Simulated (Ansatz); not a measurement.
Electronic density of states of amorphous Hf₁₈O₃₉Y₂, density 8.63 g/cm³, on a 2×2×2 Γ-centred mesh with a Gaussian width of 0.1 eV; energies count from the Fermi level, whose place inside the gap is arbitrary. Cell and mesh are small, so fine structure isn't converged. Calculation: PBE, scalar-relativistic without spin-orbit coupling (plane waves to 420 eV, PAW; Ansatz, a first-principles code). Sampling: a 2×2×2 Γ-centred mesh; Fermi-Dirac width 0.02 eV; no spin polarisation. At PBE the levels at the filled edge of the gap are localised (band-tail or defect states).

A CHGNet melt-quench gave the starting glass, which DFT then relaxed. O atoms were pushed apart under 1.9 Å during the dynamics, to hinder bonds among them. The hot cell started wider than the set density and was brought back towards it in steps. It is the lowest in DFT energy of 2 quenches. It is a model cell: composition and starting density were chosen by hand, and all elements were melted together. No dispersion term was used. Its density started from a set value of 8.63 and ended at 8.63 g/cm³. The quench (nominally 380 K/ps over its main leg) was far faster than any real one, so the model tends to hold more defects than a real film. A cell of this size samples the disorder only roughly. The volume was held where the preparation left it and the shape relaxed, at a PBE pressure of 2.4 GPa. Stress components on the final sampling reach 2.5 GPa.

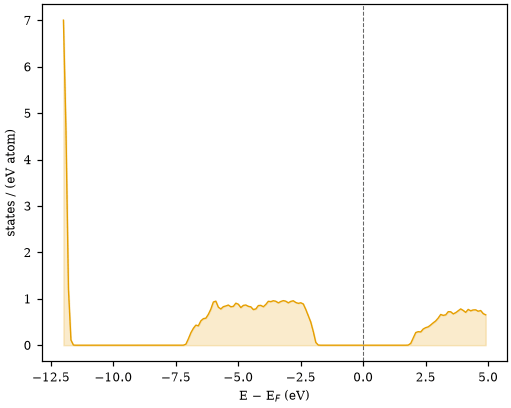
Fig. 1. Density of states per atom

The level gap on this mesh is 4.01 eV; the broadening fills part of it in the curve.
